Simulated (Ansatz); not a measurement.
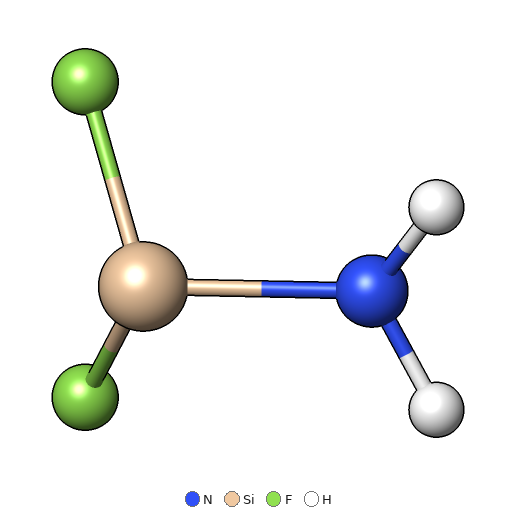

State: neutral, doublet. Sticks follow a distance rule. Harmonic vibrations computed with UKS PBE0-D4/def2-TZVP (Ansatz 0.2.0) at a stationary point of the same level.

Q: How many imaginary frequencies does it have?

A: A minimum: no imaginary frequency, and the lowest mode lies at 122 cm⁻¹.

Q: List the wavenumbers.

A: 12 modes: 122, 267, 318, 388, 428, 785, 795, 917, 950, 1573, 3593, 3690 cm⁻¹.
